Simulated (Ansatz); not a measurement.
## Sn wire along [100], 37 atoms a period, H-terminated: bands along the axis

What gap, if any, does the Sn wire along [100], 37 atoms a period, H-terminated have, and how many channels would it open?

Method: DFT PBE, plane waves, PAW; relaxation of a wire's period; PAW set soft_1, in the first sound run; inputs show where later runs differ, in Ansatz 0.2.0.

**1. Set-up**

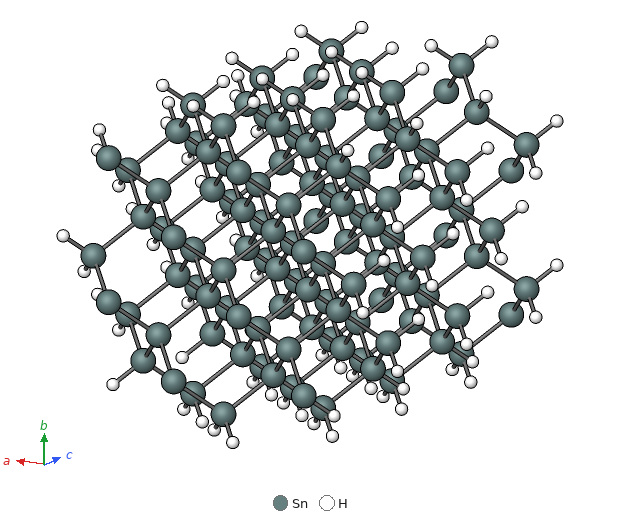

Start, viewed at a slant to the c axis; tin teal, hydrogen white. 1×1×3 cells are drawn. Some periodic images of atoms are drawn too.

The cell holds 65 atoms: 37 Sn and 28 H. Its edges and angles: a = 22.121 Å, b = 22.121 Å, c = 6.650 Å, α = 90.0°, β = 90.0°, γ = 90.0°. Vacuum lies along a and b. The structure's axis is c.

**2. Relaxation of atoms and period**

Band widths follow the bond lengths, so the wire is relaxed first. The atoms and the third cell vector are free; the box across stays fixed as vacuum. A Fermi-Dirac smearing is set since the result may be a metal. The pressure printed is a third of the stress's trace over the whole box, vacuum included; only the stress along the axis is relaxed.

The input, input.yaml:

```yaml
crystal:
  lattice:
    - [22.121, 0.0, 0.0]
    - [0.0, 22.121, 0.0]
    - [0.0, 0.0, 6.65]
  atoms:
    - { symbol: Sn, position: [0.274529315, 0.274529315, 0.0] }
    - { symbol: Sn, position: [0.274529315, 0.575148636, 0.0] }
    - { symbol: Sn, position: [0.424838975, 0.424838975, 0.0] }
    - { symbol: Sn, position: [0.424838975, 0.725458296, 0.0] }
    - { symbol: Sn, position: [0.575148636, 0.274529315, 0.0] }
    - { symbol: Sn, position: [0.575148636, 0.575148636, 0.0] }
    - { symbol: Sn, position: [0.725458296, 0.424838975, 0.0] }
    - { symbol: Sn, position: [0.725458296, 0.725458296, 0.0] }
    - { symbol: H, position: [0.153700104, 0.454319425, 0.098065719] }
    - { symbol: H, position: [0.454319425, 0.153700104, 0.098065719] }
    - { symbol: H, position: [0.545668186, 0.846287507, 0.098065719] }
    - { symbol: H, position: [0.846287507, 0.545668186, 0.098065719] }
    - { symbol: H, position: [0.228854934, 0.228854934, 0.151934281] }
    - { symbol: H, position: [0.771132677, 0.771132677, 0.151934281] }
    - { symbol: Sn, position: [0.199374484, 0.499993805, 0.25] }
    - { symbol: Sn, position: [0.349684145, 0.349684145, 0.25] }
    - { symbol: Sn, position: [0.349684145, 0.650303466, 0.25] }
    - { symbol: Sn, position: [0.499993805, 0.199374484, 0.25] }
    - { symbol: Sn, position: [0.499993805, 0.499993805, 0.25] }
    - { symbol: Sn, position: [0.499993805, 0.800613126, 0.25] }
    - { symbol: Sn, position: [0.650303466, 0.349684145, 0.25] }
    - { symbol: Sn, position: [0.650303466, 0.650303466, 0.25] }
    - { symbol: Sn, position: [0.800613126, 0.499993805, 0.25] }
    - { symbol: H, position: [0.228854934, 0.771132677, 0.348065719] }
    - { symbol: H, position: [0.771132677, 0.228854934, 0.348065719] }
    - { symbol: H, position: [0.153700104, 0.545668186, 0.401934281] }
    - { symbol: H, position: [0.454319425, 0.846287507, 0.401934281] }
    - { symbol: H, position: [0.545668186, 0.153700104, 0.401934281] }
    - { symbol: H, position: [0.846287507, 0.454319425, 0.401934281] }
    - { symbol: Sn, position: [0.274529315, 0.424838975, 0.5] }
    - { symbol: Sn, position: [0.274529315, 0.725458296, 0.5] }
    - { symbol: Sn, position: [0.424838975, 0.274529315, 0.5] }
    - { symbol: Sn, position: [0.424838975, 0.575148636, 0.5] }
    - { symbol: Sn, position: [0.575148636, 0.424838975, 0.5] }
    - { symbol: Sn, position: [0.575148636, 0.725458296, 0.5] }
    - { symbol: Sn, position: [0.725458296, 0.274529315, 0.5] }
    - { symbol: Sn, position: [0.725458296, 0.575148636, 0.5] }
    - { symbol: H, position: [0.153700104, 0.304009764, 0.598065719] }
    - { symbol: H, position: [0.153700104, 0.604629085, 0.598065719] }
    - { symbol: H, position: [0.304009764, 0.153700104, 0.598065719] }
    - { symbol: H, position: [0.395358525, 0.846287507, 0.598065719] }
    - { symbol: H, position: [0.604629085, 0.153700104, 0.598065719] }
    - { symbol: H, position: [0.695977846, 0.846287507, 0.598065719] }
    - { symbol: H, position: [0.846287507, 0.395358525, 0.598065719] }
    - { symbol: H, position: [0.846287507, 0.695977846, 0.598065719] }
    - { symbol: Sn, position: [0.199374484, 0.349684145, 0.75] }
    - { symbol: Sn, position: [0.199374484, 0.650303466, 0.75] }
    - { symbol: Sn, position: [0.349684145, 0.199374484, 0.75] }
    - { symbol: Sn, position: [0.349684145, 0.499993805, 0.75] }
    - { symbol: Sn, position: [0.349684145, 0.800613126, 0.75] }
    - { symbol: Sn, position: [0.499993805, 0.349684145, 0.75] }
    - { symbol: Sn, position: [0.499993805, 0.650303466, 0.75] }
    - { symbol: Sn, position: [0.650303466, 0.199374484, 0.75] }
    - { symbol: Sn, position: [0.650303466, 0.499993805, 0.75] }
    - { symbol: Sn, position: [0.650303466, 0.800613126, 0.75] }
    - { symbol: Sn, position: [0.800613126, 0.349684145, 0.75] }
    - { symbol: Sn, position: [0.800613126, 0.650303466, 0.75] }
    - { symbol: H, position: [0.153700104, 0.395358525, 0.901934281] }
    - { symbol: H, position: [0.153700104, 0.695977846, 0.901934281] }
    - { symbol: H, position: [0.304009764, 0.846287507, 0.901934281] }
    - { symbol: H, position: [0.395358525, 0.153700104, 0.901934281] }
    - { symbol: H, position: [0.604629085, 0.846287507, 0.901934281] }
    - { symbol: H, position: [0.695977846, 0.153700104, 0.901934281] }
    - { symbol: H, position: [0.846287507, 0.304009764, 0.901934281] }
    - { symbol: H, position: [0.846287507, 0.604629085, 0.901934281] }
kpoints:
  mp_grid: { grid: [1, 1, 13] }
scf:
  occupations: { method: fermi_dirac, width: 0.05 }
hamiltonian:
  xc: pbe
  pseudopotentials: { kind: paw, azcp: { folder: soft_1 } }
relax:
  cell: { fix: [a, b, alpha, beta, gamma] }
  max_steps: 45
  f_tol: 0.03
```

Command:

```console
ansatz run input.yaml --threads 4 --pin off --max-ram 16384MiB --backend cpu --events-out ev --progress --plain --runs-dir out
```

Numbers of over 12 decimals in the logs are rounded to 6 here.

What it wrote:

```text
Engine: ansatz 0.2.0, aarch64-unknown-linux-gnu
Pseudopotentials: kind: paw
Pseudopotential: Sn, paw, valence charge 14, recommended cutoff 420 eV (normal), soft_1/Sn.paw.azcp
Pseudopotential: H, paw, valence charge 1, recommended cutoff 420 eV (normal), soft_1/H.paw.azcp
Functional definition: PBE
  parameter kappa = 0.804
  parameter beta = 0.066725
  exchange = pbe_x(kappa = kappa, mu = beta*pi^2/3)
  correlation = pbe_c(beta = beta)
Crystal: 65 atoms, lattice volume = 3254.102 Å³
Basis set: ecut = 420 eV, 63583 PW (Γ), exchange–correlation on 300×300×90 points (8 copies of the dense FFT grid, shifted against one another)
Bands: 338, of which v1, the nominal top of the filled ones, is band 273 counted from 1 (272 counted from 0)
Symmetry: 8 space group operations
Space group: P-42m (ITA 111), of the structure as read, at distance tolerance 1.5e-4 Å
k-points: 7 of 13
Non-local potential: Sn, projectors of the file, l = 0: 2, l = 1: 2, l = 2: 2, l = 3: 1
Non-local potential: H, projectors of the file, l = 0: 2, l = 1: 1
PAW form: soft (Blöchl's): semilocal exchange-correlation on the pseudo side does not see the compensation charge
PAW one-centre angular grid: Sn, 590 points (default); XC on 64 Gauss nodes
PAW one-centre angular grid: H, 110 points (default); XC on 64 Gauss nodes
Initial density: superposition of atomic densities (neutral atoms: chi_scale 0, normalization atom)
Initial wavefunctions: pseudopotential atomic-orbital guess
Functional: x = pbe(κ = 0.804, μ = 0.219515), c = pbe(β = 0.066725)
SCF iter   1: F=—  HF=-223338.560605 eV  |F-HF|=—  |Δ(HF+E_count)|=         —  Δρ=2.88e-2  dr2=2.94e1  ethr=3.10e-3  ⟨swp⟩=6.3  Hψ=9969  notcnv=0  defer=141
preconditioner: auto → Resta (q_TF=auto, 2.026 Å⁻¹)  ε∞=2.3  [insulator: Δε(μ)=0.612 eV  Ē_g=7.684 eV  σ=0.050 eV  W_gap=1.00  n_scr=444 (ndim 8)  ℏωp=8.6 eV  f_vac=0.462  D(μ)=0.02/eV (n_scr^D=0)  ε∞_Penn≈2.3  vacuum switching on, ρ_ref=4.3e-3 e/Å³]
SCF iter   2: F=—  HF=-223332.150527 eV  |F-HF|=—  |Δ(HF+E_count)|=    6.41e0  Δρ=1.17e-2  dr2=7.50e0  ethr=3.10e-3  ⟨swp⟩=2.3  Hψ=3199  notcnv=0  defer=369
SCF iter   3: F=—  HF=-223331.406247 eV  |F-HF|=—  |Δ(HF+E_count)|=   7.44e-1  Δρ=5.28e-3  dr2=6.03e0  ethr=1.37e-3  ⟨swp⟩=3.0  Hψ=3268  notcnv=0  defer=355
SCF iter   4: F=—  HF=-223330.739080 eV  |F-HF|=—  |Δ(HF+E_count)|=   6.67e-1  Δρ=1.75e-3  dr2=4.53e-1  ethr=1.10e-3  ⟨swp⟩=3.1  Hψ=3287  notcnv=0  defer=356
SCF iter   5: F=—  HF=-223330.726619 eV  |F-HF|=—  |Δ(HF+E_count)|=   1.25e-2  Δρ=6.59e-4  dr2=2.39e-2  ethr=8.30e-5  ⟨swp⟩=2.4  Hψ=2712  notcnv=0  defer=358
SCF iter   6: F=—  HF=-223330.739189 eV  |F-HF|=—  |Δ(HF+E_count)|=   1.26e-2  Δρ=2.61e-4  dr2=2.76e-3  ethr=4.39e-6  ⟨swp⟩=2.0  Hψ=2625  notcnv=0  defer=358
SCF iter   7: F=—  HF=-223330.742190 eV  |F-HF|=—  |Δ(HF+E_count)|=   3.00e-3  Δρ=6.57e-5  dr2=2.79e-4  ethr=5.05e-7  ⟨swp⟩=2.0  Hψ=3638  notcnv=0  defer=358
SCF iter   8: F=—  HF=-223330.742367 eV  |F-HF|=—  |Δ(HF+E_count)|=   1.76e-4  Δρ=1.90e-5  dr2=2.19e-5  ethr=5.11e-8  ⟨swp⟩=2.0  Hψ=3920  notcnv=0  defer=358
SCF iter   9: F=—  HF=-223330.742111 eV  |F-HF|=—  |Δ(HF+E_count)|=   2.56e-4  Δρ=8.28e-6  dr2=6.39e-6  ethr=4.02e-9  ⟨swp⟩=3.0  Hψ=4399  notcnv=0  defer=358
SCF iter  10: F=—  HF=-223330.742114 eV  |F-HF|=—  |Δ(HF+E_count)|=   3.32e-6  Δρ=3.17e-6  dr2=7.73e-7  ethr=1.17e-9  ⟨swp⟩=3.0  Hψ=3930  notcnv=0  defer=358
SCF iter  11: F=-223330.742115 eV  HF=-223330.742115 eV  |F-HF|=4.89e-8  |Δ(HF+E_count)|=   7.67e-7  Δρ=8.75e-7  dr2=5.29e-8  ethr=1.83e-11  ⟨swp⟩=3.3  Hψ=8682  notcnv=0
SCF 1 converged in 11 iterations: F = -223330.742115 eV  dr2 = 5.29e-8
  greatest PAW one-centre occupation: 0.991 electrons in one spin orbital (limit 2), on the Sn atom at site 52 (counted from 0), in its partial waves of l = 2
relax step   1: F+E_penalty+E_count = -223330.74211491 eV  Δ(F+E_penalty+E_count) = +0.000e0 eV  max|allowed force component| = 1.666e-1 eV/Å  Δτ_max = 0.0000 Å  P = -0.317 GPa  Ω = 3254.102 Å³  fix = [a, b, alpha, beta, gamma]  reactions: a -0.350, b -0.350 GPa  (11 SCF iters, dr2 threshold 1.00e-7 eV, accepted)
Crystal: 65 atoms, lattice volume = 3250.277 Å³
Basis set: ecut = 420 eV, 63471 PW (Γ), exchange–correlation on 300×300×90 points (8 copies of the dense FFT grid, shifted against one another)
Initial density: handed on by an earlier stage of this run
Initial wavefunctions: those handed on with the density
iter 1 solved again at ethr=1.44e-4 eV; its pass at ethr=3.10e-3 eV (dr2=7.84e-1 eV) is discarded
SCF iter   1: F=—  HF=-223330.784592 eV  |F-HF|=—  |Δ(HF+E_count)|=         —  Δρ=5.89e-3  dr2=7.92e-1  ethr=1.44e-4  ⟨swp⟩=7.1  Hψ=10597  notcnv=0  defer=2
preconditioner: auto → Resta (q_TF=auto, 2.027 Å⁻¹)  ε∞=1.6  [insulator: Δε(μ)=1.018 eV  Ē_g=18.949 eV  σ=0.050 eV  W_gap=1.00  n_scr=444 (ndim 8)  ℏωp=15.2 eV  f_vac=0.508  D(μ)=0.00/eV (n_scr^D=0)  ε∞_Penn≈1.6  vacuum switching on, ρ_ref=2.6e-2 e/Å³]
SCF iter   2: F=—  HF=-223330.671022 eV  |F-HF|=—  |Δ(HF+E_count)|=   1.14e-1  Δρ=2.98e-3  dr2=1.87e-1  ethr=1.44e-4  ⟨swp⟩=3.1  Hψ=3278  notcnv=0  defer=101
SCF iter   3: F=—  HF=-223330.690975 eV  |F-HF|=—  |Δ(HF+E_count)|=   2.00e-2  Δρ=7.29e-4  dr2=2.66e-1  ethr=3.42e-5  ⟨swp⟩=3.4  Hψ=3811  notcnv=0  defer=188
SCF iter   4: F=—  HF=-223330.657285 eV  |F-HF|=—  |Δ(HF+E_count)|=   3.37e-2  Δρ=2.90e-4  dr2=2.67e-2  ethr=3.42e-5  ⟨swp⟩=2.0  Hψ=2641  notcnv=0  defer=326
SCF iter   5: F=—  HF=-223330.654615 eV  |F-HF|=—  |Δ(HF+E_count)|=   2.67e-3  Δρ=1.36e-4  dr2=7.14e-4  ethr=4.90e-6  ⟨swp⟩=1.7  Hψ=2385  notcnv=0  defer=326
SCF iter   6: F=—  HF=-223330.654640 eV  |F-HF|=—  |Δ(HF+E_count)|=   2.53e-5  Δρ=4.55e-5  dr2=6.69e-5  ethr=1.31e-7  ⟨swp⟩=2.6  Hψ=3610  notcnv=0  defer=336
SCF iter   7: F=—  HF=-223330.654677 eV  |F-HF|=—  |Δ(HF+E_count)|=   3.66e-5  Δρ=1.45e-5  dr2=9.54e-6  ethr=1.22e-8  ⟨swp⟩=2.0  Hψ=2629  notcnv=0  defer=336
SCF iter   8: F=—  HF=-223330.654680 eV  |F-HF|=—  |Δ(HF+E_count)|=   3.76e-6  Δρ=4.66e-6  dr2=2.16e-6  ethr=3.18e-10  ⟨swp⟩=5.3  Hψ=7629  notcnv=0
SCF iter   9: F=-223330.654680 eV  HF=-223330.654680 eV  |F-HF|=2.08e-8  |Δ(HF+E_count)|=   3.63e-8  Δρ=1.83e-6  dr2=1.11e-7  ethr=3.18e-10  ⟨swp⟩=4.9  Hψ=6805  notcnv=0
SCF 2 converged in 9 iterations: F = -223330.654680 eV  dr2 = 1.11e-7
  greatest PAW one-centre occupation: 0.991 electrons in one spin orbital (limit 2), on the Sn atom at site 18 (counted from 0), in its partial waves of l = 2
[...]
E_ewald      = 52766.709335
  E_smearing   = -0.000008  (= −TS)
  E_closure    = -0.000000  (closes the sum)
  Σ components = -223331.148024   (vs F -223331.148024, Δ=0.00e0)
--- Forces (eV/Å), atoms counted from 1 ---
  atom   1  Sn     0.00530082     0.00530082    -0.00174853
  atom   2  Sn    -0.00593535     0.00845491     0.00362198
  atom   3  Sn    -0.00480747    -0.00480747     0.00241536
  atom   4  Sn    -0.00845491     0.00593535     0.00362198
  atom   5  Sn     0.00845491    -0.00593535     0.00362198
  atom   6  Sn     0.00480747     0.00480747     0.00241536
  atom   7  Sn     0.00593535    -0.00845491     0.00362198
  atom   8  Sn    -0.00530082    -0.00530082    -0.00174853
  atom   9  H     -0.00055936     0.00112649    -0.00040860
  atom  10  H      0.00112649    -0.00055936    -0.00040860
  atom  11  H     -0.00112649     0.00055936    -0.00040860
  atom  12  H      0.00055936    -0.00112649    -0.00040860
  atom  13  H     -0.00416140    -0.00416140     0.00218625
  atom  14  H      0.00416140     0.00416140     0.00218625
  atom  15  Sn     0.00076749    -0.00000000    -0.00000000
  atom  16  Sn     0.00160180     0.00160180    -0.00090139
  atom  17  Sn     0.00160180    -0.00160180     0.00090139
  atom  18  Sn    -0.00000000     0.00076749    -0.00000000
  atom  19  Sn     0.00000000     0.00000000     0.00000000
  atom  20  Sn     0.00000000    -0.00076749    -0.00000000
  atom  21  Sn    -0.00160180     0.00160180     0.00090139
  atom  22  Sn    -0.00160180    -0.00160180    -0.00090139
  atom  23  Sn    -0.00076749     0.00000000     0.00000000
  atom  24  H     -0.00416140     0.00416140    -0.00218625
  atom  25  H      0.00416140    -0.00416140    -0.00218625
  atom  26  H     -0.00055936    -0.00112649     0.00040860
  atom  27  H      0.00112649     0.00055936     0.00040860
  atom  28  H     -0.00112649    -0.00055936     0.00040860
  atom  29  H      0.00055936     0.00112649     0.00040860
  atom  30  Sn    -0.00593535    -0.00845491    -0.00362198
  atom  31  Sn     0.00530082    -0.00530082     0.00174853
  atom  32  Sn    -0.00845491    -0.00593535    -0.00362198
  atom  33  Sn    -0.00480747     0.00480747    -0.00241536
  atom  34  Sn     0.00480747    -0.00480747    -0.00241536
  atom  35  Sn     0.00845491     0.00593535    -0.00362198
  atom  36  Sn    -0.00530082     0.00530082     0.00174853
  atom  37  Sn     0.00593535     0.00845491    -0.00362198
  atom  38  H      0.00283794     0.00104005    -0.00267699
  atom  39  H     -0.00055854     0.00222341     0.00197119
  atom  40  H      0.00104005     0.00283794    -0.00267699
[...]
atom  54  Sn    -0.01033668     0.00000000     0.00000000
  atom  55  Sn    -0.00154329     0.00265303     0.00330793
  atom  56  Sn     0.00265303     0.00154329    -0.00330793
  atom  57  Sn     0.00265303    -0.00154329     0.00330793
  atom  58  H     -0.00055854    -0.00222341    -0.00197119
  atom  59  H      0.00283794    -0.00104005     0.00267699
  atom  60  H      0.00104005    -0.00283794     0.00267699
  atom  61  H     -0.00222341    -0.00055854    -0.00197119
  atom  62  H      0.00222341     0.00055854    -0.00197119
  atom  63  H     -0.00104005     0.00283794     0.00267699
  atom  64  H     -0.00283794     0.00104005     0.00267699
  atom  65  H      0.00055854     0.00222341    -0.00197119
  max |Σ_I F_I| component: 5.64e-18 eV/Å
--- Stress (GPa, compression-positive) ---
        0.004466      -0.000000      -0.000000
       -0.000000       0.004466      -0.000000
       -0.000000      -0.000000       0.006992
  P = ⅓ Tr σ = 0.0053 GPa (0.053 kbar)
--- Relaxed structure (8 steps of the walk, 6 accepted, 1 SCFs on fresh bases) ---
  F+E_penalty+E_count = -223331.14802433 eV   max|allowed force component| = 1.034e-2 eV/Å   (the final SCF, on the basis selected at the relaxed cell)
  cell:  # Å, volume = 3259.9809 Å³
    - [22.121, 0, 0]
    - [0, 22.121, 0]
    - [0, 0, 6.662014]
  atoms:
    - { symbol: Sn, position: [0.276801, 0.276801, -0.00299014] }
    - { symbol: Sn, position: [0.275771, 0.575166, 0.000659386] }
    - { symbol: Sn, position: [0.425320, 0.425320, -0.00114647] }
    - { symbol: Sn, position: [0.424834, 0.724229, 0.000659386] }
    - { symbol: Sn, position: [0.575166, 0.275771, 0.000659386] }
    - { symbol: Sn, position: [0.574680, 0.574680, -0.00114647] }
    - { symbol: Sn, position: [0.724229, 0.424834, 0.000659386] }
    - { symbol: Sn, position: [0.723199, 0.723199, -0.00299014] }
    - { symbol: H, position: [0.156259, 0.455485, 0.102881] }
    - { symbol: H, position: [0.455485, 0.156259, 0.102881] }
    - { symbol: H, position: [0.544515, 0.843741, 0.102881] }
    - { symbol: H, position: [0.843741, 0.544515, 0.102881] }
    - { symbol: H, position: [0.231181, 0.231181, 0.146624] }
    - { symbol: H, position: [0.768819, 0.768819, 0.146624] }
    - { symbol: Sn, position: [0.203163, 0.5, 0.250000] }
    - { symbol: Sn, position: [0.350912, 0.350912, 0.248941] }
    - { symbol: Sn, position: [0.350912, 0.649088, 0.251059] }
    - { symbol: Sn, position: [0.5, 0.203163, 0.250000] }
    - { symbol: Sn, position: [0.5, 0.5, 0.250000] }
    - { symbol: Sn, position: [0.5, 0.796837, 0.250000] }
    - { symbol: Sn, position: [0.649088, 0.350912, 0.251059] }
    - { symbol: Sn, position: [0.649088, 0.649088, 0.248941] }
    - { symbol: Sn, position: [0.796837, 0.5, 0.250000] }
    - { symbol: H, position: [0.231181, 0.768819, 0.353376] }
    - { symbol: H, position: [0.768819, 0.231181, 0.353376] }
    - { symbol: H, position: [0.156259, 0.544515, 0.397119] }
    - { symbol: H, position: [0.455485, 0.843741, 0.397119] }
    - { symbol: H, position: [0.544515, 0.156259, 0.397119] }
    - { symbol: H, position: [0.843741, 0.455485, 0.397119] }
    - { symbol: Sn, position: [0.275771, 0.424834, 0.499341] }
    - { symbol: Sn, position: [0.276801, 0.723199, 0.502990] }
    - { symbol: Sn, position: [0.424834, 0.275771, 0.499341] }
    - { symbol: Sn, position: [0.425320, 0.574680, 0.501146] }
    - { symbol: Sn, position: [0.574680, 0.425320, 0.501146] }
    - { symbol: Sn, position: [0.575166, 0.724229, 0.499341] }
    - { symbol: Sn, position: [0.723199, 0.276801, 0.502990] }
    - { symbol: Sn, position: [0.724229, 0.575166, 0.499341] }
    - { symbol: H, position: [0.168773, 0.294064, 0.565162] }
    - { symbol: H, position: [0.145739, 0.617108, 0.648927] }
    - { symbol: H, position: [0.294064, 0.168773, 0.565162] }
    - { symbol: H, position: [0.382892, 0.854261, 0.648927] }
    - { symbol: H, position: [0.617108, 0.145739, 0.648927] }
    - { symbol: H, position: [0.705936, 0.831227, 0.565162] }
    - { symbol: H, position: [0.854261, 0.382892, 0.648927] }
    - { symbol: H, position: [0.831227, 0.705936, 0.565162] }
    - { symbol: Sn, position: [0.203150, 0.344243, 0.729790] }
    - { symbol: Sn, position: [0.203150, 0.655757, 0.770210] }
    - { symbol: Sn, position: [0.344243, 0.203150, 0.729790] }
    - { symbol: Sn, position: [0.349894, 0.5, 0.750000] }
    - { symbol: Sn, position: [0.344243, 0.796850, 0.770210] }
    - { symbol: Sn, position: [0.5, 0.349894, 0.750000] }
    - { symbol: Sn, position: [0.5, 0.650106, 0.750000] }
    - { symbol: Sn, position: [0.655757, 0.203150, 0.770210] }
    - { symbol: Sn, position: [0.650106, 0.5, 0.750000] }
    - { symbol: Sn, position: [0.655757, 0.796850, 0.729790] }
    - { symbol: Sn, position: [0.796850, 0.344243, 0.770210] }
    - { symbol: Sn, position: [0.796850, 0.655757, 0.729790] }
    - { symbol: H, position: [0.145739, 0.382892, 0.851073] }
    - { symbol: H, position: [0.168773, 0.705936, 0.934838] }
    - { symbol: H, position: [0.294064, 0.831227, 0.934838] }
    - { symbol: H, position: [0.382892, 0.145739, 0.851073] }
    - { symbol: H, position: [0.617108, 0.854261, 0.851073] }
    - { symbol: H, position: [0.705936, 0.168773, 0.934838] }
    - { symbol: H, position: [0.831227, 0.294064, 0.934838] }
    - { symbol: H, position: [0.854261, 0.617108, 0.851073] }
[key lines of the parts left out:]
SCF converged after 6 iterations
Free energy (F): -223331.148024 eV
Fermi energy:    0.387298 eV
```

Wall time 59 min (4 threads of Arm Neoverse V1, shared host); peak memory 11 GiB.

[end of part 1 of 2]

[Logs are printed without paths, hosts, clocks, repeated set-up lines and the standing remarks that a program may print on its own settings, such as how far it seeks lower states.]

[Hosts, paths, dates, database ids (printed as entryN), source tags and the programs' standing remarks are cut or masked in the printed files.]
